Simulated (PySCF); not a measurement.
## LiO₂: frequency calculation

The run: frequency calculation of LiO₂, multiplicity 2. Method and program: UKS-based PBE0, Li def2-TZVP, O def2-TZVP; non-relativistic Hamiltonian; density fitting (PySCF 2.14.0).

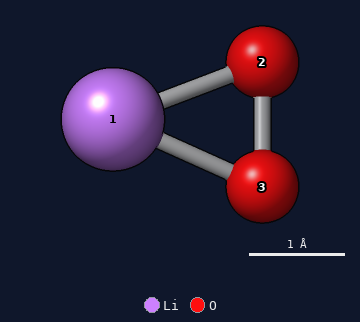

Figure 1. The input geometry (ball-and-stick view, seen at a tilt; atoms are numbered from 1 in the order of the input). Sticks mark near contacts.

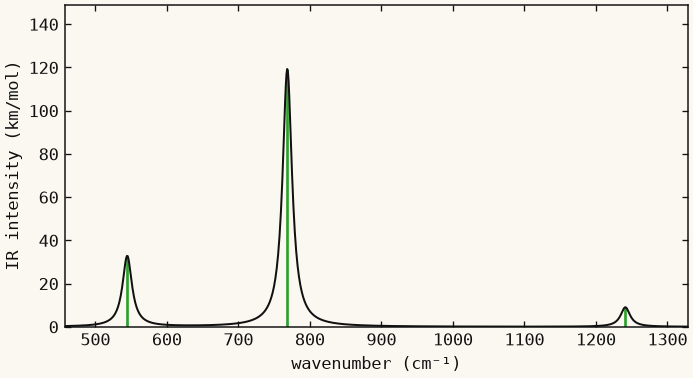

Figure 2. Harmonic infrared spectrum, unscaled: sticks (degenerate modes added up, dark ones marked on the axis) with a Lorentzian envelope of 16 cm⁻¹ full width, scaled to the tallest stick. 3 modes from 545 to 1241 cm⁻¹, none imaginary. The strongest line is at 768 cm⁻¹ (119 km/mol). All modes, in cm⁻¹ (km/mol): 545 (33), 768 (119), 1241 (9.0).

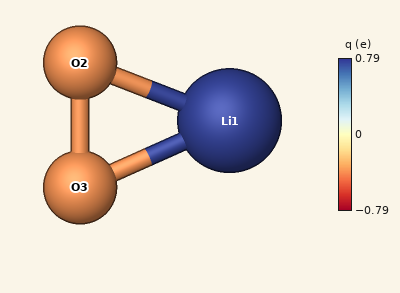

Figure 3. Mulliken charges, as the colour of each atom (ball-and-stick view, seen at an oblique angle; atoms are numbered from 1 in the order of the input). By element: Li +0.75 and O −0.37 e.

The input and output of the run follow.

## Input file
```python
from pyscf import gto, scf, dft
mol = gto.M(atom='''
Li    -0.042489     0.000000    -1.320925
O     -0.652709     0.000000     0.310806
O      0.671334     0.000000     0.268217''',
    basis={'Li': 'def2-TZVP', 'O': 'def2-TZVP'},
    charge=0, spin=1)
mf = dft.UKS(mol, xc='PBE0')
mf.grids.atom_grid = (75, 302)
aux = {'Li': 'def2-universal-JKFIT', 'O': 'def2-universal-JKFIT'}
mf = mf.density_fit(auxbasis=aux)
mf.conv_tol = 1e-09
mf.diis_space = 10
mf.max_cycle = 60
mf.verbose = 4
mf.kernel()
```

The script is an equivalent of the set-up of the self-consistent field. The run itself was carried out by a driver, which started from the orbitals of the step before it where there was one and computed the further properties.

Command:
```bash
OMP_NUM_THREADS=2 python axn.py task.json out
```

## Output
```
init E= -157.785804825906
  alpha nocc = 10  HOMO = -0.221355651813879  LUMO = -0.0385791508531078
  beta  nocc = 9  HOMO = -0.20570429787373  LUMO = -0.0459370990619668
  HOMO = -0.205704297874  LUMO = -0.045937099062  gap/eV = 4.34749
cycle= 1 E= -157.785804825906  delta_E= 5.68e-14  |g|= 1.37e-06  |ddm|= 9.42e-07
  alpha nocc = 10  HOMO = -0.221355755193643  LUMO = -0.038579133262516
  beta  nocc = 9  HOMO = -0.205704418585604  LUMO = -0.0459372176022985
  HOMO = -0.205704418586  LUMO = -0.0459372176023  gap/eV = 4.34749
Extra cycle  E= -157.785804825902  delta_E= 3.52e-12  |g|= 3.26e-06  |ddm|= 1.89e-06
converged SCF energy = -157.785804825902  <S^2> = 0.75721099  2S+1 = 2.007198
```

## Summary

```json
{"quantity": "outcome", "value": "converged"}
{"quantity": "total energy", "value": "−157.785805 hartree"}
{"quantity": "⟨S²⟩", "value": "0.757"}
{"quantity": "zero-point energy", "value": "0.005819 hartree"}
{"quantity": "dipole moment", "value": "5.77 D"}
{"quantity": "wavenumbers, lowest and highest", "value": "545 and 1241 cm⁻¹"}
{"quantity": "hardware", "value": "2 threads of Arm Neoverse V2, 24 GiB of memory available, shared host"}
{"quantity": "wall time", "value": "14 s (CPU time 25 s)"}
{"quantity": "peak memory", "value": "0.73 GiB"}
```
